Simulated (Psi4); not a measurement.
# C2H7AlO (SMILES C[CH2][AlH][OH]) at M06-L/6-31G(d) (spherical functions)

What is the vertical ionisation energy of C2H7AlO at M06-L/6-31G* (spherical functions)? 

The calculation is run with Psi4 1.11.

2 further runs of the same task are left out: 2 set aside as unsound or not needed. Runs told in other sessions of the task aren't counted.

### Step 1. Starting point

C2H7AlO: 11 atoms, total charge 0, spin state singlet. As SMILES, `C[CH2][AlH][OH]`. Geometry: relaxed at PBE0-D4/def2-TZVP. This is one conformer, not always the lowest.

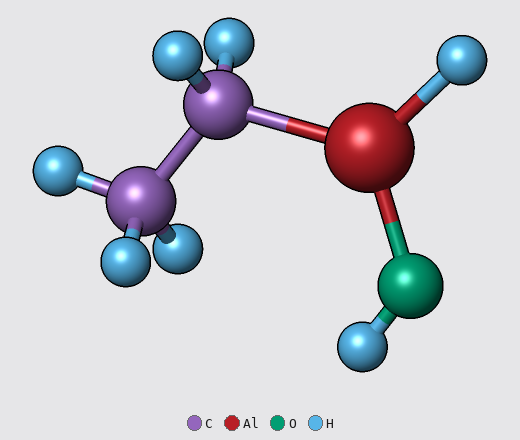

The structure, seen from a chosen angle (carbon purple, aluminium red, oxygen teal, hydrogen blue).

### Step 2. Energy and gradient at M06-L/6-31G(d) (spherical functions)

File run.py:

```python
import numpy as np
from ase.calculators.psi4 import Psi4
from ase import Atoms

atoms = Atoms(['C', 'C', 'Al', 'O', 'H', 'H', 'H', 'H', 'H', 'H', 'H'], positions=[
    [-1.111600, 0.829400, 0.106400],
    [0.175900, 0.388000, 0.802000],
    [1.254500, -0.947900, -0.137800],
    [0.762600, -1.576800, -1.639300],
    [-1.791000, -0.011900, -0.058700],
    [-1.662600, 1.575000, 0.687600],
    [-0.910600, 1.273300, -0.872900],
    [-0.049300, -0.010000, 1.800700],
    [0.818800, 1.256800, 0.997900],
    [2.622300, -1.522700, 0.412400],
    [-0.043800, -1.310100, -2.077800],
])
calc = Psi4(atoms=atoms, method='m06-l', basis='6-31G*', memory='2200MB', num_threads=1, charge=0, multiplicity=1, label='psi4-calc')
calc.psi4.set_options({'puream': True, 'e_convergence': 1e-09, 'd_convergence': 1e-08, 'scf_type': 'pk', 'dft_radial_points': 99, 'dft_spherical_points': 590})
atoms.calc = calc

forces = atoms.get_forces()
print(f'energy: {atoms.get_potential_energy():.6f} eV')
print('forces / eV A^-1')
print(np.round(forces, 5))
```

Started as:

```console
python run.py
```

psi4-calc.dat:

```text
[...]
  Running in c1 symmetry.
[...]
  Nuclear repulsion =  154.697806134129877
[...]
  Multiplicity = 1
[...]
  Nalpha       = 20
  Nbeta        = 20
[...]
    Number of basis functions: 74
[...]
   @RKS iter   1:  -397.56789723523769   -3.52626e-01   1.40331e-02 ADIIS/DIIS
[...]
   @RKS iter  12:  -398.06949034775010   -4.83169e-12   7.45869e-09 DIIS
[...]
    Orbital Energies [Eh]
    ---------------------
    Doubly Occupied:
       1A    -55.739868     2A    -18.951684     3A    -10.050535
       4A    -10.030699     5A     -4.082876     6A     -2.594644
       7A     -2.587450     8A     -2.585084     9A     -0.939742
      10A     -0.711429    11A     -0.573453    12A     -0.453318
      13A     -0.400853    14A     -0.384888    15A     -0.341637
      16A     -0.314412    17A     -0.312700    18A     -0.286163
      19A     -0.270080    20A     -0.230919
[...]
  @RKS Final Energy:  -398.06949034775010
   => Energetics <=
    Nuclear Repulsion Energy =            154.6978061341298769
    One-Electron Energy =                -855.6312051381676156
    Two-Electron Energy =                 343.6760327815092069
    DFT Exchange-Correlation Energy =     -40.8121241252215796
    Empirical Dispersion Energy =           0.0000000000000000
    VV10 Nonlocal Energy =                  0.0000000000000000
    Total Energy =                       -398.0694903477501043
[...]
 Multipole Moments:
 ------------------------------------------------------------------------------------
     Multipole            Electronic (a.u.)      Nuclear  (a.u.)        Total (a.u.)
 ------------------------------------------------------------------------------------
 L = 1.  Multiply by 2.5417464519 to convert [e a0] to [Debye]
 Dipole X            :          4.1202581           -4.6868172           -0.5665590
 Dipole Y            :         -4.2451099            4.7045078            0.4593979
 Dipole Z            :         -2.2169717            2.3355370            0.1185653
 Magnitude           :                                                    0.7389813
[...]
  -Total Gradient:
     Atom            X                  Y                   Z
    ------   -----------------  -----------------  -----------------
       1       -0.003650649250     0.000836486919    -0.002740667655
       2        0.000275638893     0.001411735816     0.002550907067
       3       -0.001511165094    -0.002217145095    -0.004915071107
       4       -0.003462637914     0.004871231375     0.003897677842
       5        0.001832022827     0.001719507802     0.000492164207
       6        0.001845443873    -0.001793375276    -0.000836476738
       7       -0.000132302658    -0.001135762882     0.002323943891
       8        0.000868902502    -0.000206093021    -0.001787574481
       9       -0.000262588444    -0.001790288528    -0.000740140155
      10       -0.000290180355     0.000398221017     0.000255980281
      11        0.004598769139    -0.002102790619     0.001593964154
[...]
```

On the terminal:

```text
energy: -10832.022566 eV
forces / eV A^-1
[[ 0.18772 -0.04301  0.14093]
 [-0.01417 -0.07259 -0.13117]
 [ 0.07771  0.11401  0.25274]
 [ 0.17806 -0.25049 -0.20043]
 [-0.09421 -0.08842 -0.02531]
 [-0.0949   0.09222  0.04301]
 [ 0.0068   0.0584  -0.1195 ]
 [-0.04468  0.0106   0.09192]
 [ 0.0135   0.09206  0.03806]
 [ 0.01492 -0.02048 -0.01316]
 [-0.23648  0.10813 -0.08196]]
```

Wall time 54 s (1 thread of AMD EPYC 7R43 (Zen 3), shared host); peak memory 1.7 GiB.

### Step 3. The doublet cation, same level

File input.json:

```json
{
 "schema_name": "qcschema_input",
 "schema_version": 1,
 "molecule": {
  "schema_name": "qcschema_molecule",
  "schema_version": 2,
  "symbols": ["C", "C", "Al", "O", "H", "H", "H", "H", "H", "H", "H"],
  "geometry": [-2.10061956, 1.56733885, 0.20106686, 0.33240283, 0.73321374, 1.51556035, 2.37066142, -1.79127139, -0.26040426, 1.44110514, -2.97972015, -3.09782804, -3.38449949, -0.02248774, -0.11092692, -3.14185865, 2.97631865, 1.29937568, -1.72078461, 2.40618827, -1.64954193, -0.0931635, -0.01889726, 3.40282983, 1.54730775, 2.37500779, 1.8857577, 4.95542882, -2.87748597, 0.77932305, -0.08277, -2.4757302, -3.92647294],
  "molecular_charge": 1,
  "molecular_multiplicity": 2,
  "fix_symmetry": "c1"
 },
 "driver": "gradient",
 "model": {
  "method": "m06-l",
  "basis": "6-31G*"
 },
 "keywords": {
  "reference": "uks",
  "puream": true,
  "e_convergence": 1e-09,
  "d_convergence": 1e-08,
  "scf_type": "pk",
  "dft_radial_points": 99,
  "dft_spherical_points": 590,
  "maxiter": 100
 }
}
```

Started as:

```console
psi4 --qcschema input.json -n 1 --memory 2200MB
```

stdout:

```text
[...]
  Running in c1 symmetry.
[...]
  Nuclear repulsion =  154.697806253555740
[...]
  Multiplicity = 2
[...]
  Nalpha       = 20
  Nbeta        = 19
[...]
    Number of basis functions: 74
[...]
   @UKS iter   1:  -397.23789247173158   -2.26217e-02   1.33578e-02 ADIIS/DIIS
[...]
   @UKS iter  16:  -397.72470046966163   -9.66338e-13   5.89672e-09 DIIS
[...]
   @S^2 Observed:                7.554322909E-01
[...]
    Orbital Energies [Eh]
    ---------------------
    Alpha Occupied:
       1A    -56.004628     2A    -19.184913     3A    -10.311160
       4A    -10.266894     5A     -4.343695     6A     -2.853734
       7A     -2.850698     8A     -2.845887     9A     -1.167259
      10A     -0.959374    11A     -0.815044    12A     -0.675317
      13A     -0.636830    14A     -0.627800    15A     -0.582244
      16A     -0.547046    17A     -0.535178    18A     -0.520542
      19A     -0.497866    20A     -0.489746
    Alpha Virtual:
      21A     -0.228030    22A     -0.193524    23A     -0.149027
      24A     -0.096567    25A     -0.079949    26A     -0.057115
[...]
  @UKS Final Energy:  -397.72470046966163
   => Energetics <=
    Nuclear Repulsion Energy =            154.6978062535557399
    One-Electron Energy =                -846.0786668435303000
    Two-Electron Energy =                 334.1135510773622741
    DFT Exchange-Correlation Energy =     -40.4573909570493697
    Empirical Dispersion Energy =           0.0000000000000000
    VV10 Nonlocal Energy =                  0.0000000000000000
    Total Energy =                       -397.7247004696616273
  UHF NO Occupations:
  HONO-2 :   18  A 1.9995902
  HONO-1 :   19  A 1.9983317
[...]
 Multipole Moments:
 ------------------------------------------------------------------------------------
     Multipole            Electronic (a.u.)      Nuclear  (a.u.)        Total (a.u.)
 ------------------------------------------------------------------------------------
 L = 1.  Multiply by 2.5417464519 to convert [e a0] to [Debye]
 Dipole X            :          4.1986951           -4.6868172           -0.4881221
 Dipole Y            :         -3.8349280            4.7045078            0.8695798
 Dipole Z            :         -1.4941815            2.3355370            0.8413555
 Magnitude           :                                                    1.3047265
[...]
  -Total Gradient:
     Atom            X                  Y                   Z
    ------   -----------------  -----------------  -----------------
       1       -0.022637684319     0.027033199373     0.018054019652
       2        0.052569915209    -0.052474684060    -0.025869544387
       3       -0.023589908883     0.029167562683     0.020506798834
       4       -0.000031617394    -0.012038036994    -0.018836951417
       5        0.004351040547    -0.000506878438    -0.003639833788
       6       -0.001359643049    -0.004900061419    -0.009175411075
       7        0.000836104765    -0.005634717299    -0.000356162126
       8       -0.005183563608     0.016234983610     0.001543645989
       9       -0.013731605059     0.003751409777     0.009470263667
      10        0.000425533045    -0.003910145552    -0.005666863339
      11        0.008441437760     0.003363732173     0.014190355254
[...]
```

Run time: 1.7 min. Hardware: 1 thread of AMD EPYC 7R43 (Zen 3), shared host; peak memory 1.6 GiB.

### Step 4. Results

At M06-L/6-31G* (spherical functions):

| quantity | value |
| --- | --- |
| singlet C2H7AlO: total energy | -398.06949 Eh |
| singlet C2H7AlO: dipole moment | 1.88 D |
| singlet C2H7AlO: HOMO energy | -6.28 eV |
| singlet C2H7AlO: LUMO energy | -0.50 eV |
| singlet C2H7AlO: HOMO–LUMO gap | 5.78 eV |
| singlet C2H7AlO: largest force on an atom | 0.367 eV/Å |
| doublet cation: total energy | -397.72470 Eh |
| doublet cation: HOMO energy (highest over α and β) | -13.17 eV |
| doublet cation: LUMO energy (lowest over α and β) | -12.31 eV |
| doublet cation: ⟨S²⟩ | 0.755 |
| doublet cation: largest force on an atom | 4.045 eV/Å |
| vertical ionisation energy (to the doublet cation) | 9.382 eV |

What this shows: Removing an electron at fixed nuclei costs 9.38 eV (216 kcal/mol). The largest force (singlet C2H7AlO) is 0.37 eV/Å: the shape isn't a stationary point for this species at this level. The negative HOMO energy of the first species, 6.28 eV, lies 3.10 eV below that difference.
